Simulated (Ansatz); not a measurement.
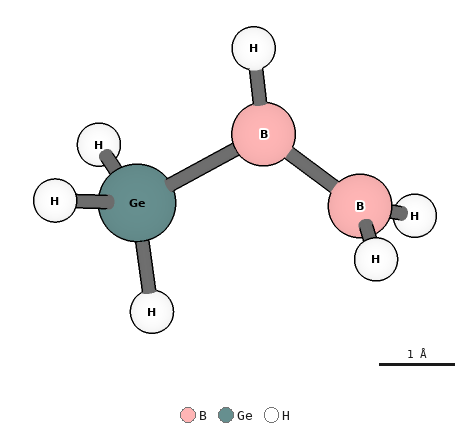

*The starting structure (ball-and-stick view, seen at a tilt). Sticks mark near contacts.*

Bond lengths as drawn: B–B 1.62 Å, B–Ge 2.08 Å, B–H 1.21 Å and Ge–H 1.54 Å.

## Nudged elastic band, with input and output: GeB2H6

GeB2H6, computed with RKS PBE0-D4/def2-SVP (Ansatz 0.2.0).

One setting was made poor on purpose. It belongs to a series of runs on one base structure; here: band between the two ends.

## Input
```yaml
crystal:
  periodic: [false, false, false]
  atoms:
    - { symbol: B, position_ang: [-0.794588, 0.776721, -1.342776] }
    - { symbol: B, position_ang: [0.251627, 0.887475, -0.107409] }
    - { symbol: Ge, position_ang: [0.473756, -0.879615, 0.966656] }
    - { symbol: H, position_ang: [-0.445018, 0.388146, -2.437728] }
    - { symbol: H, position_ang: [-1.983791, 0.961075, -1.18983] }
    - { symbol: H, position_ang: [0.912991, 1.819983, 0.281941] }
    - { symbol: H, position_ang: [1.948447, -1.329556, 0.895598] }
    - { symbol: H, position_ang: [-0.400586, -2.046479, 0.468119] }
    - { symbol: H, position_ang: [0.125763, -0.62405, 2.44813] }
basis:
  gaussian: { orbitals: def2-SVP }
hamiltonian:
  xc: pbe0
  dispersion: d4
neb:
  order_check: false
  images: 5
  f_tol: 0.5
  max_iterations: 60
  initial_path: idpp
  final_atoms:
    - { symbol: B, position_ang: [-0.80159324, 0.78140724, -1.34216083] }
    - { symbol: B, position_ang: [0.25679758, 0.87819105, -0.11510871] }
    - { symbol: Ge, position_ang: [0.4778655, -0.88393947, 0.96806383] }
    - { symbol: H, position_ang: [-1.98664293, 0.98078336, -1.17689145] }
    - { symbol: H, position_ang: [-0.46868739, 0.3943977, -2.44241529] }
    - { symbol: H, position_ang: [0.93025959, 1.80661757, 0.26413087] }
    - { symbol: H, position_ang: [1.95549002, -1.32526178, 0.9175649] }
    - { symbol: H, position_ang: [-0.38516658, -2.05781824, 0.46631605] }
    - { symbol: H, position_ang: [0.11027845, -0.62067743, 2.44320163] }
```

Command:
```bash
ansatz run input.yaml --threads 1 --pin off --max-ram 2048MiB --backend cpu --events-out ev --progress --plain --runs-dir out
```

## Log
```
Engine: ansatz 0.2.0, aarch64-unknown-linux-gnu
Functional definition: PBE0
  parameter a = 0.25
  parameter kappa = 0.804
  parameter beta = 0.06672455060314922
  exchange = (1 - a)*pbe_x(kappa = kappa, mu = beta*pi^2/3) + a*exact_x
  correlation = pbe_c(beta = beta)
998 factors; integrals over basis functions are off by at most 4.3e-4 eV
mean field evaluation 1: about -57947.7526 eV, gradient 2.1e1 eV
mean field evaluation 2: about -57948.1542 eV, gradient 2.0e1 eV
mean field evaluation 4: about -57949.0928 eV, gradient 7.3e-1 eV
mean field evaluation 8: about -57949.1161 eV, gradient 1.6e-2 eV
mean field -57949.11612697 eV, -2129.5907383445 hartree, gradient 4.4e-5 eV, S^2 0.000000; 0 other end points of the search recorded, 0 dependent functions left out
the calculation of the forces begins
reference -57949.11615611 eV, -2129.5907394154 hartree; 24, 24 occupied and 66, 66 virtual orbitals, 998 factors
998 factors; integrals over basis functions are off by at most 4.1e-4 eV
mean field evaluation 16: about -57948.1597 eV, gradient 1.9e1 eV
mean field -57949.11634727 eV, -2129.5907464402 hartree, gradient 4.4e-5 eV, S^2 0.000000; 0 other end points of the search recorded, 0 dependent functions left out
[... from here on the field's lines of each further geometry are left out, up to the last ...]
NEB iter   1: max|band force component| = 3.158e0 eV/Å  barrier→ = 1.2107 eV  barrier← = 1.2107 eV  Δτ_max = 0.1944 Å  (173 SCF iters)
NEB iter   2: max|band force component| = 9.147e-1 eV/Å  barrier→ = 0.8343 eV  barrier← = 0.8343 eV  Δτ_max = 0.0957 Å  (142 SCF iters)
the calculation of the forces begins
reference -57948.99428401 eV, -2129.5862606983 hartree; 24, 24 occupied and 66, 66 virtual orbitals, 998 factors
998 factors; integrals over basis functions are off by at most 4.6e-4 eV
mean field -57948.33569803 eV, -2129.5620581099 hartree, gradient 1.6e-5 eV, S^2 0.000000; 1 other end points of the search recorded, 0 dependent functions left out
the calculation of the forces begins
reference -57948.33572748 eV, -2129.5620591921 hartree; 24, 24 occupied and 66, 66 virtual orbitals, 998 factors
NEB iter   3: max|band force component| = 4.063e-1 eV/Å  barrier→ = 0.7842 eV  barrier← = 0.7843 eV  CI = image 3  Δτ_max = 0.0000 Å  (276 SCF iters)
```

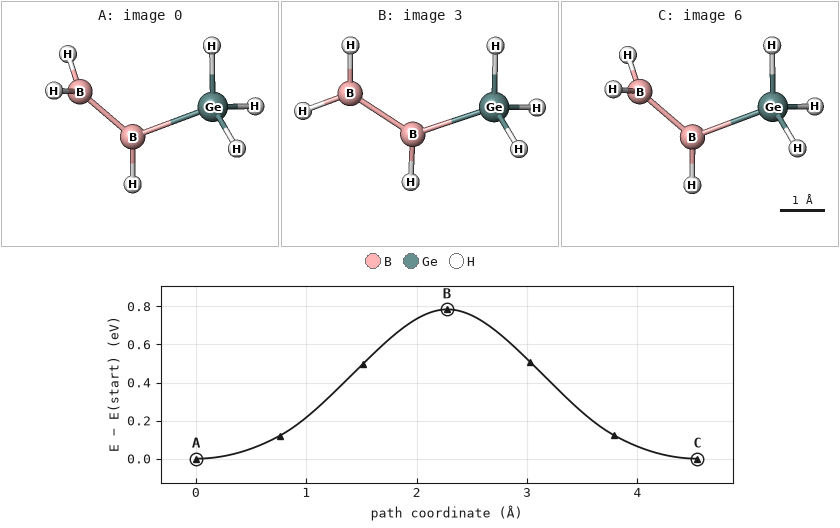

*Images of the last band (counted from 0; ball-and-stick, seen at a tilt) above the energy along the path; the line is a cubic interpolation that uses the forces.*

The highest image is number 3, 0.784 eV above the start and 0.784 eV above the end (the climbing image); start and end have the same energy. The path is 4.54 Å long. The band converged in 3 iterations.

```
Total energy: -57948.45044536 eV, -2129.5662749966 hartree
Atom 0 at    -0.646156     0.689703    -1.635699 Å, force    -0.203353     0.048879    -0.292654 eV/Å
Atom 1 at     0.399763     0.644417    -0.250221 Å, force     0.128989    -0.084901     0.250795 eV/Å
Atom 2 at     0.290692    -0.782663     1.248957 Å, force    -0.036664     0.042933    -0.097668 eV/Å
Atom 3 at    -0.550062     1.539096    -2.499035 Å, force     0.034284    -0.044733     0.075469 eV/Å
Atom 4 at    -1.525429    -0.125548    -1.802035 Å, force    -0.011456    -0.021982     0.013447 eV/Å
Atom 5 at     1.261260     1.483847    -0.115549 Å, force     0.036974     0.008920     0.047456 eV/Å
Atom 6 at     1.624836    -1.557177     1.355042 Å, force     0.013140     0.015799     0.005833 eV/Å
Atom 7 at    -0.830819    -1.827056     1.058172 Å, force     0.019856     0.025024    -0.004227 eV/Å
Atom 8 at     0.064516    -0.110918     2.623070 Å, force     0.018230     0.010062     0.001548 eV/Å
Dipole moment:     0.012729     0.092018    -0.090310 e Å
this run last wrote the band of iteration 3 to [file]
```

## The last band as extended XYZ (Å, eV, eV/Å)
```
9
Properties=species:S:1:pos:R:3:forces:R:3 image=0 energy=-57949.23462
B    -0.7946    0.7767   -1.3428    0.0061   0.0000  -0.0031
B     0.2516    0.8875   -0.1074   -0.0085   0.0004   0.0019
Ge    0.4738   -0.8796    0.9667    0.0053  -0.0056   0.0034
H    -0.4450    0.3881   -2.4377   -0.0021   0.0019   0.0004
H    -1.9838    0.9611   -1.1898   -0.0003   0.0006   0.0010
H     0.9130    1.8200    0.2819    0.0028  -0.0003  -0.0027
H     1.9484   -1.3296    0.8956   -0.0008   0.0018  -0.0018
H    -0.4006   -2.0465    0.4681    0.0006   0.0008   0.0014
H     0.1258   -0.6240    2.4481   -0.0032   0.0005  -0.0005
9
Properties=species:S:1:pos:R:3:forces:R:3 image=1 energy=-57949.11452
B    -0.7650    0.7741   -1.4367    0.1413   0.0769  -0.0384
B     0.2716    0.7956   -0.1658   -0.1243  -0.1835   0.0534
Ge    0.4758   -0.9065    1.0261   -0.0390   0.1076   0.0071
H    -0.3176    0.8327   -2.5646    0.0462  -0.2434  -0.0175
H    -1.9661    0.6475   -1.3686   -0.0457   0.1791   0.1065
H     0.8965    1.7475    0.2366   -0.0532   0.0832   0.0400
H     1.8723   -1.5557    1.0502    0.0171   0.0432  -0.0676
H    -0.5735   -2.0004    0.7486    0.0478  -0.0324  -0.0662
H     0.1946   -0.3810    2.4568    0.0100  -0.0307  -0.0173
9
Properties=species:S:1:pos:R:3:forces:R:3 image=2 energy=-57948.73509
B    -0.7050    0.7278   -1.5613    0.0032   0.2833   0.0385
B     0.3207    0.7082   -0.2155    0.0945  -0.3712  -0.0100
Ge    0.4189   -0.8831    1.1335   -0.0823   0.1900  -0.0475
H    -0.3783    1.2704   -2.5972    0.2185  -0.3897  -0.1218
H    -1.8132    0.2461   -1.5691   -0.1776   0.1903   0.1709
H     1.0258    1.6427    0.0864   -0.2187   0.1980   0.1644
H     1.7650   -1.6177    1.2422    0.0578  -0.0131  -0.0496
H    -0.7095   -1.9178    0.9443    0.0727  -0.0545  -0.0587
H     0.1642   -0.2228    2.5194    0.0319  -0.0332  -0.0863
9
Properties=species:S:1:pos:R:3:forces:R:3 image=3 energy=-57948.45042
B    -0.6462    0.6897   -1.6357   -0.2034   0.0489  -0.2927
B     0.3998    0.6444   -0.2502    0.1290  -0.0849   0.2508
Ge    0.2907   -0.7827    1.2490   -0.0367   0.0429  -0.0977
H    -0.5501    1.5391   -2.4990    0.0343  -0.0447   0.0755
H    -1.5254   -0.1255   -1.8020   -0.0115  -0.0220   0.0134
H     1.2613    1.4838   -0.1155    0.0370   0.0089   0.0475
H     1.6248   -1.5572    1.3550    0.0131   0.0158   0.0058
H    -0.8308   -1.8271    1.0582    0.0199   0.0250  -0.0042
H     0.0645   -0.1109    2.6231    0.0182   0.0101   0.0015
9
Properties=species:S:1:pos:R:3:forces:R:3 image=4 energy=-57948.72679
B    -0.5811    0.6169   -1.6583    0.2104   0.0650  -0.1555
B     0.4560    0.5865   -0.3209   -0.2468  -0.0396   0.2852
Ge    0.1647   -0.6532    1.3333    0.0849   0.0307  -0.1873
H    -0.7813    1.6396   -2.2812   -0.3219   0.1129   0.3067
H    -1.1527   -0.3570   -2.0882    0.2230  -0.1735  -0.1420
H     1.4694    1.2433   -0.2612    0.2151  -0.1954  -0.1742
H     1.4917   -1.4600    1.4338   -0.0699   0.0643  -0.0040
H    -0.9504   -1.6997    1.1320   -0.0650   0.0704   0.0517
H    -0.0276    0.0373    2.6934   -0.0298   0.0652   0.0194
9
Properties=species:S:1:pos:R:3:forces:R:3 image=5 energy=-57949.11076
B    -0.4799    0.5174   -1.6622    0.0599   0.1489   0.0231
B     0.5424    0.5482   -0.3794   -0.1225  -0.1774   0.0548
Ge    0.0886   -0.5567    1.3322    0.0732   0.0039  -0.0835
H    -1.0740    1.5311   -1.9702   -0.1882  -0.0313   0.1683
H    -0.7534   -0.4565   -2.3255    0.1962  -0.0405  -0.0838
H     1.6222    1.0878   -0.3358    0.0791  -0.0413  -0.0644
H     1.3408   -1.4515    1.5173   -0.0309   0.0072   0.0151
H    -1.1098   -1.5119    1.1714   -0.0578   0.0651   0.0179
H    -0.0882    0.2456    2.6349   -0.0091   0.0653  -0.0475
9
Properties=species:S:1:pos:R:3:forces:R:3 image=6 energy=-57949.23468
B    -0.8107    0.7882   -1.3326    0.0066   0.0032   0.0085
B     0.2583    0.8779   -0.1142   -0.0031  -0.0070   0.0004
Ge    0.4836   -0.8885    0.9611   -0.0033   0.0057  -0.0108
H    -1.9938    0.9902   -1.1566   -0.0041   0.0010   0.0018
H    -0.4883    0.4040   -2.4369    0.0032  -0.0018  -0.0040
H     0.9375    1.8032    0.2624   -0.0025   0.0000  -0.0024
H     1.9595   -1.3337    0.8966    0.0046  -0.0032  -0.0008
H    -0.3869   -2.0583    0.4628    0.0014   0.0009   0.0021
H     0.1293   -0.6292    2.4402   -0.0028   0.0012   0.0053
```

## Results in brief

- outcome: converged
- barrier, forward: 0.784 eV
- barrier, backward: 0.784 eV
- hardware: 1 thread of Arm Neoverse V1, 24 GiB of memory available, shared host
- wall time: 75 s
- peak memory: 0.27 GiB

## Notes

A deliberately poor setting: loose force. The order of the saddle point was not checked.
